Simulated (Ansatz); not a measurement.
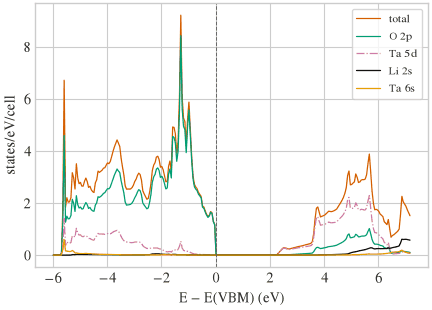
Figure. Total and projected density of states of LiTaO3 in space group P4mm (No. 99; Ta on 1b, Li on 1a, O on 1b, O on 2c), plane-wave PAW PBEsol (Ansatz code)

Question: Which orbitals carry the states next to the gap?

Answer: Top 1 eV of the valence band: O 2p 97 %. Bottom 1 eV of the conduction band: Ta 5d 90 %, O 2p 9 %. Projections are on Löwdin-orthogonalised atomic valence shells; empty p or d shells of many metals are not among them.

Question: Where is the tallest occupied peak in this window, and what makes it?

Answer: Near -1.3 eV, about 9.2 states/eV per cell; the largest projected share is O 2p.

The start of the workflow was typed in or built on a structure type; neither database checked (COD, Materials Project) lists it. It is not the phase usual at ambient conditions (space group No. 161). The PBEsol relaxation kept the symmetry of its start; its stability against distortions is not shown here. The run is not spin-polarised. Spin–orbit coupling is left out wherever it is not named.

Potentials: the earlier of the program's two PAW sets. The files were generated under PBE; for other functionals the program regenerates the frozen cores, and for LDA and PBEsol the local potential too.
